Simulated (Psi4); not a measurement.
## Run report: Si$_{2}$H$_{8}$O$_{2}$, interaction calculation (part 2 of 2)

Continued. System: Si$_{2}$H$_{8}$O$_{2}$, SMILES O[SiH3].O[SiH3]. Method: SAPT0/def2-TZVP, RHF (Psi4 1.11). The geometry comes from this level: GFN2-xTB.

Geometry of the input (Å):
```
O  0.4041  -3.1686  1.8082
Si 0.0206  -1.6902  1.2554
H  -0.2511  -3.7946  2.1022
H  -0.8287  -1.8179  0.0614
H  1.3376  -1.1607  0.9390
H  -0.6999  -0.9306  2.2731
O  -0.2439  1.6048  -0.7072
Si 0.0500  2.7730  -1.7960
H  -0.1551  0.6801  -0.9157
H  1.4488  2.7367  -2.2285
H  -0.2705  3.9716  -1.0375
H  -0.8093  2.6073  -2.9710
```

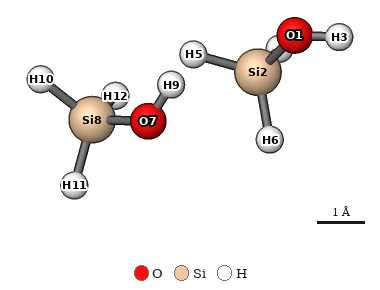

**Figure 1.** The structure (ball-and-stick view, seen at a tilt; atoms are numbered from 1 in the order of the input).

### Output, continued
```
 ------------------------------------------------------------------------------------
     Multipole            Electronic (a.u.)      Nuclear  (a.u.)        Total (a.u.)
 ------------------------------------------------------------------------------------

 L = 1.  Multiply by 2.5417464519 to convert [e a0] to [Debye]
 Dipole X            :         -6.3639044            5.8185423           -0.5453621
 Dipole Y            :        107.0850200         -107.1770077           -0.0919878
 Dipole Z            :        -70.5981382           70.7070132            0.1088749
 Magnitude           :                                                    0.5636801

 ------------------------------------------------------------------------------------

	total time  =          2 seconds =       0.03 minutes

  //>>>>>>>>>>>>>>>>>>>>>>>>>>>>>>>>>>>//
  //            Monomer B HF           //
  //<<<<<<<<<<<<<<<<<<<<<<<<<<<<<<<<<<<//

  ==> Geometry <==

    Molecular point group: c1
    Full point group: C1

    Geometry (in Angstrom), charge = 0, multiplicity = 1:

       Center              X                  Y                   Z               Mass
    ------------   -----------------  -----------------  -----------------  -----------------
      Gh(O)           0.404080000000    -3.168560000000     1.808170000000    15.994914619570
      Gh(SI)          0.020610000000    -1.690240000000     1.255390000000    27.976926534650
      Gh(H)          -0.251090000000    -3.794560000000     2.102190000000     1.007825032230
      Gh(H)          -0.828680000000    -1.817940000000     0.061380000000     1.007825032230
      Gh(H)           1.337580000000    -1.160670000000     0.939010000000     1.007825032230
      Gh(H)          -0.699950000000    -0.930620000000     2.273140000000     1.007825032230
         O           -0.243940000000     1.604770000000    -0.707220000000    15.994914619570
         SI           0.050030000000     2.773040000000    -1.795960000000    27.976926534650
         H           -0.155100000000     0.680130000000    -0.915710000000     1.007825032230
         H            1.448800000000     2.736740000000    -2.228500000000     1.007825032230
         H           -0.270480000000     3.971590000000    -1.037500000000     1.007825032230
         H           -0.809330000000     2.607280000000    -2.970970000000     1.007825032230

  Running in c1 symmetry.

  Rotational constants: A =      0.98080  B =      0.02196  C =      0.02185 [cm^-1]
  Rotational constants: A =  29403.78823  B =    658.24008  C =    655.01525 [MHz]
  Nuclear repulsion =   65.693266613235465

  Charge       = 0
  Multiplicity = 1
  Electrons    = 26
  Nalpha       = 13
  Nbeta        = 13

  ==> Iterations <==

                           Total Energy        Delta E     RMS |[F,P]|

   @DF-RHF iter SAD:  -365.53486856464951   -3.65535e+02   0.00000e+00
   @DF-RHF iter   1:  -366.11379427968518   -5.78926e-01   2.57276e-03 ADIIS/DIIS
   @DF-RHF iter   2:  -366.17580113977431   -6.20069e-02   1.66531e-03 ADIIS/DIIS
   @DF-RHF iter   3:  -366.20665887818478   -3.08577e-02   1.84179e-04 ADIIS/DIIS
   @DF-RHF iter   4:  -366.20765191112383   -9.93033e-04   4.39081e-05 DIIS
   @DF-RHF iter   5:  -366.20771539417746   -6.34831e-05   8.26655e-06 DIIS
   @DF-RHF iter   6:  -366.20771858355749   -3.18938e-06   1.61185e-06 DIIS
   @DF-RHF iter   7:  -366.20771870560509   -1.22048e-07   4.37991e-07 DIIS
   @DF-RHF iter   8:  -366.20771871424347   -8.63838e-09   1.00365e-07 DIIS
   @DF-RHF iter   9:  -366.20771871474358   -5.00108e-10   1.62180e-08 DIIS
   @DF-RHF iter  10:  -366.20771871475529   -1.17097e-11   3.66280e-09 DIIS
  Energy and wave function converged.

  ==> Post-Iterations <==

    Orbital Energies [Eh]
    ---------------------

    Doubly Occupied:

       1A    -68.780693     2A    -20.554765     3A     -6.129140
       4A     -4.236264     5A     -4.235584     6A     -4.235431
       7A     -1.346022     8A     -0.769505     9A     -0.647930
      10A     -0.557350    11A     -0.556663    12A     -0.474619
      13A     -0.457829

    Virtual:

      14A      0.070238    15A      0.108155    16A      0.144005
      17A      0.147104    18A      0.148718    19A      0.169935
      20A      0.179167    21A      0.193584    22A      0.221160
      23A      0.242626    24A      0.263416    25A      0.277712
      26A      0.285461    27A      0.295337    28A      0.306499
      29A      0.367117    30A      0.386244    31A      0.392296
      32A      0.403676    33A      0.416136    34A      0.450766
      35A      0.461736    36A      0.474566    37A      0.485103
      38A      0.542389    39A      0.578934    40A      0.589866
      41A      0.590908    42A      0.610640    43A      0.638423
      44A      0.656433    45A      0.674120    46A      0.690591
      47A      0.701825    48A      0.710742    49A      0.720291
      50A      0.737427    51A      0.756422    52A      0.777921
      53A      0.832755    54A      0.883698    55A      0.908589
      56A      0.941056    57A      0.978977    58A      1.042461
      59A      1.085006    60A      1.113351    61A      1.145800
      62A      1.157956    63A      1.162151    64A      1.215549
      65A      1.223558    66A      1.263073    67A      1.266504
      68A      1.291411    69A      1.350316    70A      1.364195
      71A      1.404617    72A      1.434167    73A      1.474974
      74A      1.521855    75A      1.531029    76A      1.561715
      77A      1.576578    78A      1.596294    79A      1.625792
      80A      1.630206    81A      1.673095    82A      1.753365
      83A      1.773456    84A      1.809675    85A      1.850833
      86A      1.905318    87A      1.926810    88A      1.966159
      89A      1.972089    90A      2.003202    91A      2.017327
      92A      2.100704    93A      2.102967    94A      2.137942
      95A      2.164530    96A      2.183402    97A      2.197623
      98A      2.240139    99A      2.273482   100A      2.277124
     101A      2.307495   102A      2.320567   103A      2.338731
     104A      2.345141   105A      2.360105   106A      2.383057
     107A      2.435670   108A      2.511138   109A      2.556033
     110A      2.561493   111A      2.571182   112A      2.588511
     113A      2.620556   114A      2.635146   115A      2.636004
     116A      2.698598   117A      2.722737   118A      2.745658
     119A      2.793462   120A      2.821871   121A      2.878283
     122A      2.899364   123A      2.973261   124A      3.064094
     125A      3.108375   126A      3.139347   127A      3.146580
     128A      3.185432   129A      3.195731   130A      3.284591
     131A      3.355786   132A      3.790739   133A      3.842307
     134A      3.973899   135A      3.999935   136A      4.270398
     137A      4.278326   138A      4.339913   139A      4.374852
     140A      4.403965   141A      4.564463   142A      5.235349
     143A      5.585495   144A      5.594861   145A      5.646741
     146A      5.690296   147A      5.884971   148A      5.932337
     149A      6.117858   150A      6.159292   151A      6.193975
     152A      6.468822   153A      6.485975   154A      6.675030
     155A      6.731142   156A      6.764281   157A      6.817356
     158A      6.846174   159A      6.888933   160A      6.935083
     161A      6.999342   162A      7.005750   163A      7.113768
     164A      7.132067   165A      7.406152   166A      7.542326
     167A      8.029365   168A      8.829919   169A      9.159072
     170A      9.501852   171A      9.520548   172A      9.659451
     173A      9.737644   174A     10.000481   175A     10.448912
     176A     11.720926   177A     18.917429   178A     19.927696
     179A     28.491263   180A     28.529622   181A     28.874143
     182A     45.075655   183A    107.331359   184A    126.271140

    Final Occupation by Irrep:
              A
    DOCC [    13 ]
    NA   [    13 ]
    NB   [    13 ]

  @DF-RHF Final Energy:  -366.20771871475529

   => Energetics <=

    Nuclear Repulsion Energy =             65.6932666132354655
    One-Electron Energy =                -637.8383793210304020
    Two-Electron Energy =                 205.9373939930396205
    Total Energy =                       -366.2077187147553445

Computation Completed

Properties will be evaluated at   0.000000,   0.000000,   0.000000 [a0]

Properties computed using the SCF density matrix

 Multipole Moments:

 ------------------------------------------------------------------------------------
     Multipole            Electronic (a.u.)      Nuclear  (a.u.)        Total (a.u.)
 ------------------------------------------------------------------------------------

 L = 1.  Multiply by 2.5417464519 to convert [e a0] to [Debye]
 Dipole X            :          2.0888621           -1.9600428            0.1288193
 Dipole Y            :       -116.9067357          116.5138233           -0.3929125
 Dipole Z            :         71.3375757          -71.7224386           -0.3848629
 Magnitude           :                                                    0.5648841

 ------------------------------------------------------------------------------------

	total time  =          2 seconds =       0.03 minutes
  Constructing Basis Sets for SAPT...

   => Loading Basis Set <=

    Name: (DEF2-TZVP AUX)
    Role: RIFIT
    Keyword: DF_BASIS_SAPT

   => Loading Basis Set <=

    Name: (DEF2-TZVP AUX)
    Role: JKFIT
    Keyword: DF_BASIS_ELST

  //>>>>>>>>>>>>>>>>>>>>>>>>>>>>>>>>>>>//
  //               SAPT0               //
  //<<<<<<<<<<<<<<<<<<<<<<<<<<<<<<<<<<<//

        SAPT0
     6 June 2009

      Orbital Information
  --------------------------
    NSO        =       184
    NMO        =       184
    NRI        =       498
    NRI (Elst) =       554
    NOCC A     =        13
    NOCC B     =        13
    FOCC A     =         6
    FOCC B     =         6
    NVIR A     =       171
    NVIR B     =       171

    Elst10,r            =    -0.000110033099 [Eh]
    Exch10              =     0.000660788075 [Eh]
    Exch10 (S^2)        =     0.000660547852 [Eh]

    Maxiter = 50
    CPHF R converge = 1.000000E-08

    Iter     Energy [mEh]          dE [mEh]         Residual      Time [s]
       1      -0.22134580       0.221345798     2.302277e-03             0
       2      -0.28340051       0.062054716     6.168698e-04             0
       3      -0.28343277       0.000032251     2.446803e-04             0
       4      -0.28256370      -0.000869063     7.594887e-05             0
       5      -0.28245593      -0.000107768     2.206073e-05             0
       6      -0.28256157       0.000105639     3.987731e-06             0
       7      -0.28255262      -0.000008954     1.157331e-06             0
       8      -0.28255113      -0.000001493     2.245559e-07             1
       9      -0.28255150       0.000000377     5.501363e-08             1
      10      -0.28255151       0.000000002     1.151220e-08             1
      11      -0.28255149      -0.000000019     2.778140e-09             1

    CHF Iterations converged

    Maxiter = 50
    CPHF R converge = 1.000000E-08

    Iter     Energy [mEh]          dE [mEh]         Residual      Time [s]
       1      -0.05420471       0.054204709     1.166426e-03             0
       2      -0.06512050       0.010915790     4.412667e-04             0
       3      -0.06620795       0.001087451     1.298940e-04             0
       4      -0.06605866      -0.000149294     4.412658e-05             0
       5      -0.06592347      -0.000135189     9.184406e-06             0
       6      -0.06594623       0.000022757     3.298236e-06             0
       7      -0.06594664       0.000000412     8.296711e-07             0
       8      -0.06594561      -0.000001027     1.021427e-07             0
       9      -0.06594576       0.000000154     2.015212e-08             0
      10      -0.06594575      -0.000000013     4.937552e-09             1

    CHF Iterations converged

    Ind20,r (A<-B)      =    -0.000282551487 [Eh]
    Ind20,r (B<-A)      =    -0.000065945751 [Eh]
    Ind20,r             =    -0.000348497237 [Eh]
    Exch-Ind20,r (A<-B) =     0.000089356786 [Eh]
    Exch-Ind20,r (B<-A) =     0.000033022297 [Eh]
    Exch-Ind20,r        =     0.000122379083 [Eh]
    Disp20              =    -0.001007705958 [Eh]
    Disp20 (SS)         =    -0.000503852979 [Eh]
    Disp20 (OS)         =    -0.000503852979 [Eh]
    Exch-Disp20         =     0.000043461359 [Eh]
    Exch-Disp20 (SS)    =     0.000026762156 [Eh]
    Exch-Disp20 (OS)    =     0.000016699203 [Eh]

    SAPT Results
  --------------------------------------------------------------------------------------------------------
    Electrostatics                 -0.11003310 [mEh]      -0.06904681 [kcal/mol]      -0.28889186 [kJ/mol]
      Elst10,r                     -0.11003310 [mEh]      -0.06904681 [kcal/mol]      -0.28889186 [kJ/mol]

    Exchange                        0.66078808 [mEh]       0.41465078 [kcal/mol]       1.73489885 [kJ/mol]
      Exch10                        0.66078808 [mEh]       0.41465078 [kcal/mol]       1.73489885 [kJ/mol]
      Exch10(S^2)                   0.66054785 [mEh]       0.41450003 [kcal/mol]       1.73426815 [kJ/mol]

    Induction                      -0.27556783 [mEh]      -0.17292142 [kcal/mol]      -0.72350323 [kJ/mol]
      Ind20,r                      -0.34849724 [mEh]      -0.21868532 [kcal/mol]      -0.91497937 [kJ/mol]
      Exch-Ind20,r                  0.12237908 [mEh]       0.07679403 [kcal/mol]       0.32130624 [kJ/mol]
      delta HF,r (2)               -0.04944967 [mEh]      -0.03103014 [kcal/mol]      -0.12983010 [kJ/mol]

    Dispersion                     -0.96424460 [mEh]      -0.60507262 [kcal/mol]      -2.53162385 [kJ/mol]
      Disp20                       -1.00770596 [mEh]      -0.63234504 [kcal/mol]      -2.64573163 [kJ/mol]
      Exch-Disp20                   0.04346136 [mEh]       0.02727241 [kcal/mol]       0.11410778 [kJ/mol]
      Disp20 (SS)                  -0.50385298 [mEh]      -0.31617252 [kcal/mol]      -1.32286581 [kJ/mol]
      Disp20 (OS)                  -0.50385298 [mEh]      -0.31617252 [kcal/mol]      -1.32286581 [kJ/mol]
      Exch-Disp20 (SS)              0.02676216 [mEh]       0.01679351 [kcal/mol]       0.07026403 [kJ/mol]
      Exch-Disp20 (OS)              0.01669920 [mEh]       0.01047891 [kcal/mol]       0.04384375 [kJ/mol]

  Total HF                          0.27518715 [mEh]       0.17268254 [kcal/mol]       0.72250376 [kJ/mol]
  Total SAPT0                      -0.68905745 [mEh]      -0.43239008 [kcal/mol]      -1.80912009 [kJ/mol]

  Special recipe for scaled SAPT0 (see Manual):
    Electrostatics sSAPT0          -0.11003310 [mEh]      -0.06904681 [kcal/mol]      -0.28889186 [kJ/mol]
    Exchange sSAPT0                 0.66078808 [mEh]       0.41465078 [kcal/mol]       1.73489885 [kJ/mol]
    Induction sSAPT0               -0.27543426 [mEh]      -0.17283761 [kcal/mol]      -0.72315255 [kJ/mol]
    Dispersion sSAPT0              -0.96419716 [mEh]      -0.60504286 [kcal/mol]      -2.53149931 [kJ/mol]
  Total sSAPT0                     -0.68887645 [mEh]      -0.43227650 [kcal/mol]      -1.80864487 [kJ/mol]
  --------------------------------------------------------------------------------------------------------

	total time  =          6 seconds =       0.10 minutes

Warning! sapt0 does not have an associated derived wavefunction. The returned wavefunction is the dimer SCF wavefunction.

    Psi4 run time: 0:00:13.85

[set-up sections that repeat, and orbital energies of the middle runs, are left out above]
```

### Results in brief

| quantity | value |
| --- | --- |
| outcome | converged |
| SCF energy | −732.414513 hartree |
| basis functions | 184 |
| hardware | 1 thread of AMD EPYC (Zen 3), 24 GiB of memory available, shared host |
| wall time | 15 s |
| peak memory | 0.41 GiB |
